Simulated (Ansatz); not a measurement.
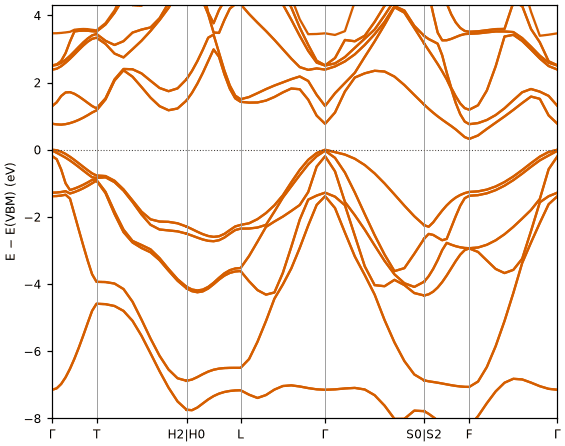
Figure: Band structure from the program Ansatz at the PBE with spin–orbit coupling level (PAW)

**Question.** Read off the gap and where the band edges lie.

**Answer.** About 0.3 eV (0.32 eV by a search for the band edges); maximum at Γ, minimum at F.

The material is SiGe in space group R-3m (No. 166; Si on 6c, Ge on 6c).

The start of the workflow was typed in or built on a structure type; neither database checked (COD, Materials Project) lists it. Whether it is the stable phase at ambient conditions was not checked. The PBE relaxation kept the symmetry of its start; whether a distortion lowers the energy is not shown.

Potentials: the later of the program's two PAW sets.
